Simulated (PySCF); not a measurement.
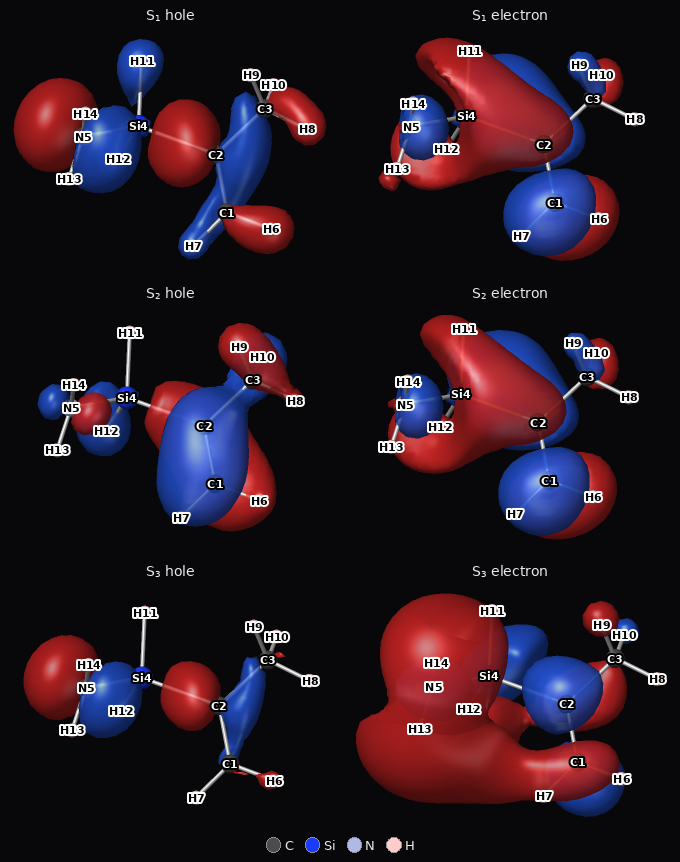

*C3H9NSi, SMILES `C=C(C)[SiH2]N`. Leading natural transition orbitals (full linear response singlet states).*

Computed with PySCF, CAM-B3LYP/6-31G*, geometry: GFN2-xTB. No frequency check shows the geometry to be a minimum. Without diffuse functions Rydberg states are missing, so the states' numbers hold for this basis only.

Coordinates in Å:

```
C1       1.2965   -1.4157   -0.0700
C2       0.9039   -0.1490   -0.0524
C3       1.8608    0.9431    0.3237
Si4     -0.8828    0.3484   -0.4793
N5      -2.0873   -0.2076    0.6283
H6       2.3035   -1.7164    0.1837
H7       0.6271   -2.2149   -0.3454
H8       2.8355    0.5442    0.6003
H9       1.4669    1.5198    1.1600
H10      1.9876    1.6282   -0.5140
H11     -0.9870    1.8083   -0.4411
H12     -1.2600   -0.2318   -1.7689
H13     -2.2832   -1.1953    0.6628
H14     -2.0876    0.1628    1.5656
```

**Describe these excited states.**

By state:
- S₁: 6.07 eV (204 nm), f = 0.028; the leading pair carries 97 %; hole on N5 (42 %), C2 (19 %) and Si4 (13 %), electron on Si4 (26 %), C1 (24 %) and C2 (19 %); their centroids lie 1.0 Å apart.
- S₂: 7.00 eV (177 nm), f = 0.196 (bright); the leading pair carries 88 %; hole on C1 (33 %), C2 (30 %) and Si4 (8 %), electron on Si4 (26 %), C1 (23 %) and C2 (19 %); their centroids lie 0.7 Å apart.
- S₃: 7.31 eV (170 nm), f = 0.036; the leading pair carries 66 %; hole on N5 (40 %), C2 (18 %) and C1 (11 %), electron on Si4 (20 %), C1 and C2 (16 % each) and N5 (11 %) (shares are of the whole state, not of the leading pair alone); their centroids lie 0.4 Å apart.

The PySCF run took 11 min on 1 thread of Intel(R) Xeon(R) Processor @ 2.50GHz (Skylake/Cascade Lake), on a shared host, peak memory 0.68 GiB.
